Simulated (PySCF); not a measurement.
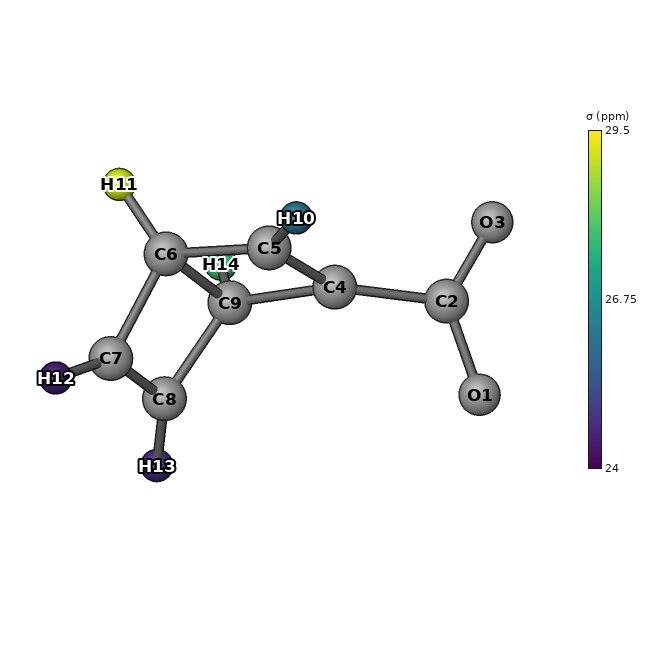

Atoms are coloured by their isotropic NMR shieldings (H only, the others grey). The species has charge −1 and is a spin singlet. Geometry: a frame of a GFN2-xTB molecular-dynamics simulation, not a minimum. Properties computed with GIAO PBE0/pcSseg-1 NMR shielding, non-relativistic, gas phase (PySCF 2.14.0).

> Which H atom is the most shielded (lowest chemical shift)?

H11 (29.08 ppm).

> Which H atom is the least shielded (highest chemical shift)?

H12 (24.49 ppm).

> How wide is the range of H shifts?

4.59 ppm.

Give the isotropic NMR shieldings of the H atoms atom by atom.

```tsv
atom	σ (ppm)
H10	26.12
H11	29.08
H12	24.49
H13	24.78
H14	27.81
```
